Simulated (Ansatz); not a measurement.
# GeH3O (doublet): one geometry, many settings at distance Ge1–O2 = 1.999 Å

What do other methods and options give for GeH3O (doublet) at this geometry, and how long do they take?

The runs use Ansatz 0.2.0, Gaussian basis; the settings change from run to run.

25 further runs of the same task are left out: 2 for a mislabelled method, 19 that didn't finish, 4 set aside as unsound or not needed.

## 1. The geometry

The geometry derives from a PBE0/def2-TZVP stationary point (not a proven minimum). One bond is set to the value named and the two fragments are kept rigid. No spin-orbit coupling is included. The filled d shell of Ge may be among the frozen orbitals whatever the setting's name suggests; the logs give the count.

5 atoms, charge 0, spin multiplicity 2.

Atoms are counted from 1 here; the program's logs count them from 0.

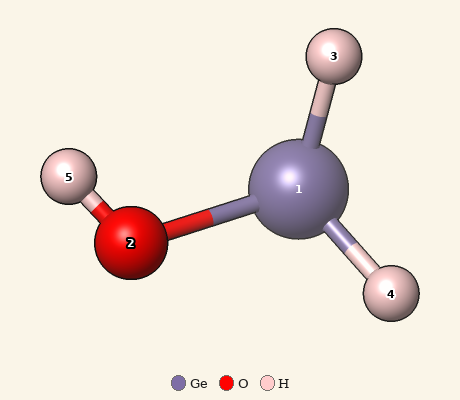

The structure; germanium purple, oxygen red, hydrogen pink; atoms are numbered from 1 in the order of the file.

## 2. MP2 on ROHF/cc-pVDZ

The input, in.yaml:

```yaml
crystal:
  periodic: [false, false, false]
  atoms:
    - {symbol: Ge, position_ang: [-0.038062, -0.017050, 0.363347]}
    - {symbol: O, position_ang: [0.091613, 0.121561, -1.626621]}
    - {symbol: H, position_ang: [0.748485, -1.275372, 0.835079]}
    - {symbol: H, position_ang: [0.616487, 1.290005, 0.865396]}
    - {symbol: H, position_ang: [-0.076119, -0.715424, -2.066132]}
basis:
  gaussian: {orbitals: cc-pVDZ}
magnetization: {spin_polarized: false, initial_magnetization: 1}
correlation: {method: mp2, electrons: outside_noble_gas}
scf: {lower_state_search: off}
output: {forces: true}
```

Started as:

```
$ ansatz run in.yaml --threads 1 --pin off --events-out ev --progress --plain --max-ram 2393MiB
```

Log:

```text
Functional definition: HF
  name "HF"
  cite "Fock, Z. Phys. 61, 126 (1930) doi:10.1007/BF01340294"
  parent pbe
  exchange = exact_x
  correlation = 0
these checks for a lower state are left out or cut short: starts, cluster_reference, orbital_swaps, neighbouring_geometries, increment
584 factors; integrals over basis functions are off by at most 1.1e-3 eV
mean field evaluation 1: about -58553.3775 eV, gradient 3.5e1 eV
mean field evaluation 2: about -58553.3800 eV, gradient 3.5e1 eV
mean field evaluation 4: about -58556.2306 eV, gradient 3.3e0 eV
mean field evaluation 8: about -58556.3117 eV, gradient 1.9e-3 eV
mean field -58556.31166607 eV, -2151.9047628346 hartree, gradient 1.6e-6 eV, S^2 0.750000; 0 other end points of the search recorded, 0 dependent functions left out
15 core orbitals not correlated: weight in the atoms' cores, before any rotation towards them, 0.998 or more for the frozen orbitals, at most 0.001 for the correlated occupied ones
reference -58556.31166607 eV, -2151.9047628346 hartree; 7, 6 occupied and 34, 35 virtual orbitals, 584 factors
second order -7.61875116 eV of doubles, -0.02621997 eV of singles
the calculation of the forces begins
Total energy: -58563.95663720 eV, -2152.1857103417 hartree
Atom 0 at    -0.038062    -0.017050     0.363347 Å, force     0.220144    -0.100650    -3.004722 eV/Å
Atom 1 at     0.091613     0.121561    -1.626621 Å, force     0.028682     0.659819     2.967907 eV/Å
Atom 2 at     0.748485    -1.275372     0.835079 Å, force    -0.051392     0.098984     0.006670 eV/Å
Atom 3 at     0.616487     1.290005     0.865396 Å, force    -0.023213    -0.041134    -0.084710 eV/Å
Atom 4 at    -0.076119    -0.715424    -2.066132 Å, force    -0.174221    -0.617020     0.114854 eV/Å
Dipole moment:    -0.099494    -0.276303     0.255238 e Å
Checks for a lower state left out: starts, cluster_reference, orbital_swaps, neighbouring_geometries, increment
```

It took 1.6 s on 1 thread of Arm Neoverse V1, shared host.

## 3. CCSD/cc-pVDZ

Edit in.yaml of step 2 so:

```diff
@@ -11,4 +11,3 @@
 magnetization: {spin_polarized: false, initial_magnetization: 1}
-correlation: {method: mp2, electrons: outside_noble_gas}
-scf: {lower_state_search: off}
-output: {forces: true}
+hamiltonian: {xc: {name: B3LYP}}
+correlation: {method: ccsd, electrons: outside_noble_gas}
```

The command is unchanged.

Log, shortened:

```text
Functional definition: B3LYP
  name "B3LYP"
  cite "Stephens, Devlin, Chabalowski & Frisch, J. Phys. Chem. 98, 11623 (1994) doi:10.1021/j100096a001"
  cite "Becke, Phys. Rev. A 38, 3098 (1988) doi:10.1103/PhysRevA.38.3098"
  cite "Lee, Yang & Parr, Phys. Rev. B 37, 785 (1988) doi:10.1103/PhysRevB.37.785"
  cite "Vosko, Wilk & Nusair, Can. J. Phys. 58, 1200 (1980) doi:10.1139/p80-159"
[...]
584 factors; integrals over basis functions are off by at most 1.1e-3 eV
[...]
mean field -58613.38873284 eV, -2154.0023063500 hartree, gradient 6.2e-6 eV, S^2 0.750000; 0 other end points of the search recorded, 0 dependent functions left out
15 core orbitals not correlated: weight in the atoms' cores, before any rotation towards them, 0.998 or more for the frozen orbitals, at most 0.002 for the correlated occupied ones
reference -58555.57215386 eV, -2151.8775862622 hartree; 7, 6 occupied and 34, 35 virtual orbitals, 584 factors
second order -8.19659549 eV of doubles, -0.43072098 eV of singles
cycle   1  -8.36861848 eV  change    2.5e-1 eV  update   1.1e-1
[...]
cycle  12  -8.79028229 eV  change    2.1e-6 eV  update   9.1e-6
Total energy: -58564.36243616 eV, -2152.2006231782 hartree
```

Run time: 4.2 s. Hardware: 1 thread of Arm Neoverse V1, shared host.

From the report: correlation -8.7903 eV; T1 0.023; largest double amplitude 0.03. The orbitals are Kohn-Sham ones, so correlation energy and T1 don't compare with those on Hartree-Fock orbitals.

## 4. CCSD(T) on ROHF/cc-pVDZ

Edit in.yaml of step 3 so:

```diff
@@ -11,3 +11,4 @@
 magnetization: {spin_polarized: false, initial_magnetization: 1}
-hamiltonian: {xc: {name: B3LYP}}
-correlation: {method: ccsd, electrons: outside_noble_gas}
+correlation: {method: ccsd_t, electrons: outside_noble_gas, diis_vectors: 1}
+scf: {omitted_lower_state_checks: [cluster_reference]}
+output: {forces: true}
```

Launched as before.

Log, shortened:

```text
Functional definition: HF
  name "HF"
  cite "Fock, Z. Phys. 61, 126 (1930) doi:10.1007/BF01340294"
  parent pbe
[...]
584 factors; integrals over basis functions are off by at most 1.1e-3 eV
[...]
mean field -58556.31166607 eV, -2151.9047628346 hartree, gradient 1.6e-6 eV, S^2 0.750000; 0 other end points of the search recorded, 0 dependent functions left out
15 core orbitals not correlated: weight in the atoms' cores, before any rotation towards them, 0.998 or more for the frozen orbitals, at most 0.001 for the correlated occupied ones
reference -58556.31166607 eV, -2151.9047628346 hartree; 7, 6 occupied and 34, 35 virtual orbitals, 584 factors
second order -7.61875116 eV of doubles, -0.02621997 eV of singles
cycle   1  -7.91268954 eV  change   -2.7e-1 eV  update   8.7e-2
[...]
cycle  19  -8.27348363 eV  change    1.3e-6 eV  update   3.3e-6
perturbative correction -0.20243524 eV, -0.0074393577 hartree
[...]
Total energy: -58564.78758494 eV, -2152.2162471077 hartree
Atom 0 at    -0.038062    -0.017050     0.363347 Å, force     0.043635    -0.108896    -2.884461 eV/Å
Atom 1 at     0.091613     0.121561    -1.626621 Å, force     0.046088     0.667985     2.812839 eV/Å
Atom 2 at     0.748485    -1.275372     0.835079 Å, force     0.027397    -0.001501     0.029448 eV/Å
Atom 3 at     0.616487     1.290005     0.865396 Å, force     0.048826     0.064927    -0.054041 eV/Å
Atom 4 at    -0.076119    -0.715424    -2.066132 Å, force    -0.165947    -0.622514     0.096216 eV/Å
Dipole moment:    -0.089610    -0.273293     0.231329 e Å
Checks for a lower state left out: cluster_reference
```

It took 6 s on 1 thread of Arm Neoverse V1, shared host.

From the report: correlation -8.4759 eV; T1 0.025; largest double amplitude 0.03.

## 5. MP2 on ROHF/6-31G

Edit in.yaml of step 4 so:

```diff
@@ -9,6 +9,6 @@
 basis:
-  gaussian: {orbitals: cc-pVDZ}
+  gaussian: {orbitals: 6-31G}
 magnetization: {spin_polarized: false, initial_magnetization: 1}
-correlation: {method: ccsd_t, electrons: outside_noble_gas, diis_vectors: 1}
-scf: {omitted_lower_state_checks: [cluster_reference]}
-output: {forces: true}
+correlation: {method: mp2, electrons: outside_noble_gas}
+accuracy: high
+scf: {lower_state_search: off}
```

The command is unchanged.

Log, shortened:

```text
Functional definition: HF
  name "HF"
  cite "Fock, Z. Phys. 61, 126 (1930) doi:10.1007/BF01340294"
  parent pbe
[...]
800 factors; integrals over basis functions are off by at most 4.4e-9 eV
[...]
mean field -58546.82901981 eV, -2151.5562820120 hartree, gradient 1.4e-8 eV, S^2 0.750000; 0 other end points of the search recorded, 0 dependent functions left out
15 core orbitals not correlated: weight in the atoms' cores, before any rotation towards them, 0.996 or more for the frozen orbitals, at most 0.003 for the correlated occupied ones
reference -58546.82901981 eV, -2151.5562820120 hartree; 7, 6 occupied and 22, 23 virtual orbitals, 800 factors
second order -4.87444230 eV of doubles, -0.01346533 eV of singles
Total energy: -58551.71692744 eV, -2151.7359093043 hartree
Checks for a lower state left out: stability, starts, cluster_reference, orbital_swaps, neighbouring_geometries, increment
```

It took 0.69 s on 1 thread of Arm Neoverse V1, shared host.

## 6. BCCD/cc-pVDZ

Edit in.yaml of step 5 so:

```diff
@@ -9,6 +9,6 @@
 basis:
-  gaussian: {orbitals: 6-31G}
+  gaussian: {orbitals: cc-pVDZ}
 magnetization: {spin_polarized: false, initial_magnetization: 1}
-correlation: {method: mp2, electrons: outside_noble_gas}
-accuracy: high
-scf: {lower_state_search: off}
+hamiltonian: {xc: {name: PBE0}}
+correlation: {method: bccd, electrons: outside_noble_gas}
+scf: {omitted_lower_state_checks: [cluster_reference]}
```

Same command.

Log, shortened:

```text
Functional definition: PBE0
  name "PBE0"
  cite "Adamo & Barone, J. Chem. Phys. 110, 6158 (1999) doi:10.1063/1.478522"
  cite "Perdew, Burke & Ernzerhof, Phys. Rev. Lett. 77, 3865 (1996) doi:10.1103/PhysRevLett.77.3865"
  parent pbe
[...]
584 factors; integrals over basis functions are off by at most 1.1e-3 eV
[...]
mean field -58602.65107850 eV, -2153.6077048311 hartree, gradient 9.6e-6 eV, S^2 0.750000; 2 other end points of the search recorded, 0 dependent functions left out
15 core orbitals not correlated: weight in the atoms' cores, before any rotation towards them, 0.998 or more for the frozen orbitals, at most 0.002 for the correlated occupied ones
reference -58555.74589761 eV, -2151.8839712271 hartree; 7, 6 occupied and 34, 35 virtual orbitals, 584 factors
second order -8.10303027 eV of doubles, -0.33943735 eV of singles
cycle   1  -8.28404819 eV  change    1.5e-1 eV  update   1.1e-1
[...]
cycle  12  -8.66556173 eV  change   -9.9e-6 eV  update   8.3e-6
Total energy: -58564.41145934 eV, -2152.2024247470 hartree
Checks for a lower state left out: cluster_reference
```

Run time: 4.6 s. Hardware: 1 thread of Arm Neoverse V1, shared host.

From the report: correlation -8.6656 eV; largest double amplitude 0.03.

## 7. BCCD on UHF/cc-pVDZ

Edit in.yaml of step 6 so:

```diff
@@ -9,5 +9,4 @@
 basis:
-  gaussian: {orbitals: cc-pVDZ}
-magnetization: {spin_polarized: false, initial_magnetization: 1}
-hamiltonian: {xc: {name: PBE0}}
+  gaussian: {orbitals: cc-pVDZ, fitting: {mean_field: def2-universal-jkfit}}
+magnetization: {spin_polarized: true, initial_magnetization: 1}
 correlation: {method: bccd, electrons: outside_noble_gas}
```

Launched as before.

Log, shortened:

```text
Functional definition: HF
  name "HF"
  cite "Fock, Z. Phys. 61, 126 (1930) doi:10.1007/BF01340294"
  parent pbe
[...]
397 factors; integrals over basis functions are off by at most 3.8e-1 eV
[...]
mean field -58556.35823843 eV, -2151.9064743371 hartree, gradient 2.4e-6 eV, S^2 0.755930; 0 other end points of the search recorded, 0 dependent functions left out
15 core orbitals not correlated: weight in the atoms' cores, before any rotation towards them, 0.998 or more for the frozen orbitals, at most 0.001 for the correlated occupied ones
reference -58556.35823843 eV, -2151.9064743371 hartree; 7, 6 occupied and 34, 35 virtual orbitals, 397 factors
second order -7.59969123 eV of doubles, -0.00000000 eV of singles
cycle   1  -7.88035606 eV  change   -2.8e-1 eV  update   8.6e-2
[...]
cycle  13  -8.20348870 eV  change   -4.2e-6 eV  update   9.1e-6
Total energy: -58564.56172713 eV, -2152.2079469862 hartree
Checks for a lower state left out: cluster_reference
```

Run time: 1.5 s. Hardware: 1 thread of Arm Neoverse V1, shared host.

From the report: ⟨S²⟩ of the determinant 0.756 (pure doublet: 0.75); correlation -8.2035 eV; largest double amplitude 0.03.

## 8. CCSD on UHF/6-31G

Edit in.yaml of step 7 so:

```diff
@@ -9,5 +9,6 @@
 basis:
-  gaussian: {orbitals: cc-pVDZ, fitting: {mean_field: def2-universal-jkfit}}
+  gaussian: {orbitals: 6-31G}
 magnetization: {spin_polarized: true, initial_magnetization: 1}
-correlation: {method: bccd, electrons: outside_noble_gas}
+correlation: {method: ccsd, electrons: outside_noble_gas, diis_vectors: 1}
+accuracy: high
 scf: {omitted_lower_state_checks: [cluster_reference]}
```

Same command.

Log, shortened:

```text
Functional definition: HF
  name "HF"
  cite "Fock, Z. Phys. 61, 126 (1930) doi:10.1007/BF01340294"
  parent pbe
[...]
800 factors; integrals over basis functions are off by at most 4.4e-9 eV
[...]
mean field -58546.85505769 eV, -2151.5572388865 hartree, gradient 2.2e-8 eV, S^2 0.753974; 1 other end points of the search recorded, 0 dependent functions left out
15 core orbitals not correlated: weight in the atoms' cores, before any rotation towards them, 0.996 or more for the frozen orbitals, at most 0.003 for the correlated occupied ones
reference -58546.85505769 eV, -2151.5572388865 hartree; 7, 6 occupied and 22, 23 virtual orbitals, 800 factors
second order -4.86804639 eV of doubles, -0.00000000 eV of singles
cycle   1  -4.98381680 eV  change   -1.2e-1 eV  update   8.6e-2
[...]
cycle  38  -5.31367768 eV  change  -7.2e-11 eV  update   1.1e-9
Total energy: -58552.16873538 eV, -2151.7525129396 hartree
Checks for a lower state left out: cluster_reference
```

It took 2.1 s on 1 thread of Arm Neoverse V1, shared host.

From the report: ⟨S²⟩ of the determinant 0.754 (pure doublet: 0.75); correlation -5.3137 eV; T1 0.022; largest double amplitude 0.03.

## 9. HF/cc-pVDZ

Edit in.yaml of step 8 so:

```diff
@@ -9,6 +9,5 @@
 basis:
-  gaussian: {orbitals: 6-31G}
+  gaussian: {orbitals: cc-pVDZ}
 magnetization: {spin_polarized: true, initial_magnetization: 1}
-correlation: {method: ccsd, electrons: outside_noble_gas, diis_vectors: 1}
-accuracy: high
-scf: {omitted_lower_state_checks: [cluster_reference]}
+hamiltonian: {xc: hf}
+output: {forces: true, orbitals: {seedname: orbitals}}
```

Same command.

Log, shortened:

```text
Functional definition: HF
  name "HF"
  cite "Fock, Z. Phys. 61, 126 (1930) doi:10.1007/BF01340294"
  parent pbe
[...]
584 factors; integrals over basis functions are off by at most 1.1e-3 eV
[...]
mean field -58556.35999330 eV, -2151.9065388272 hartree, gradient 1.6e-5 eV, S^2 0.755931; 0 other end points of the search recorded, 0 dependent functions left out
[...]
reference -58556.35999330 eV, -2151.9065388272 hartree; 22, 21 occupied and 34, 35 virtual orbitals, 584 factors
Total energy: -58556.35999330 eV, -2151.9065388272 hartree
Atom 0 at    -0.038062    -0.017050     0.363347 Å, force     0.416795     0.114361    -3.349697 eV/Å
Atom 1 at     0.091613     0.121561    -1.626621 Å, force    -0.265374    -0.694262     3.055870 eV/Å
Atom 2 at     0.748485    -1.275372     0.835079 Å, force    -0.127276     0.190218    -0.101860 eV/Å
Atom 3 at     0.616487     1.290005     0.865396 Å, force    -0.098403    -0.147073    -0.090751 eV/Å
Atom 4 at    -0.076119    -0.715424    -2.066132 Å, force     0.074256     0.536755     0.486438 eV/Å
Dipole moment:    -0.124262    -0.304005     0.372549 e Å
```

Wall time 1.1 s (1 thread of Arm Neoverse V1, shared host).

From the report: ⟨S²⟩ of the determinant 0.756 (pure doublet: 0.75).

## 10. The runs in one table

Where basis and cores are those of an earlier UCCSDT(Q)/cc-pVDZ run (-58564.8419 eV), and the state is the same kind, the miss against it is given.

```csv
level,correlated,functions,energy (eV),from UCCSDT(Q) (meV),time
MP2 on ROHF/cc-pVDZ,outside noble gas,56,-58563.9566,885.3,1.6 s
CCSD/cc-pVDZ (on B3LYP orbitals),outside noble gas,56,-58564.3624,479.5,4.2 s
CCSD(T) on ROHF/cc-pVDZ,outside noble gas,56,-58564.7876,54.3,6 s
MP2 on ROHF/6-31G,outside noble gas,44,-58551.7169,,0.69 s
BCCD/cc-pVDZ (on PBE0 orbitals),outside noble gas,56,-58564.4115,430.5,4.6 s
BCCD on UHF/cc-pVDZ,outside noble gas,56,-58564.5617,280.2,1.5 s
CCSD on UHF/6-31G,outside noble gas,44,-58552.1687,,2.1 s
HF/cc-pVDZ,,56,-58556.3600,8481.9,1.1 s
```

## 11. Results

| quantity | value |
| --- | --- |
| runs | 8 |
| quickest | MP2 on ROHF/6-31G, 0.69 s |
| slowest | CCSD(T) on ROHF/cc-pVDZ, 6 s |

What this shows: Total energies in different bases, with other cores or another treatment of relativity can't be set against each other. CCSD(T) on ROHF/cc-pVDZ took 9 times as long as MP2 on ROHF/6-31G; the jobs differ in more than the method. Among the correlated runs with a miss given, it spans +54 to +885 meV. Hartree-Fock, CASSCF and CASCI lack dynamic correlation by design. Cores frozen from Kohn-Sham orbitals shift the total energy.
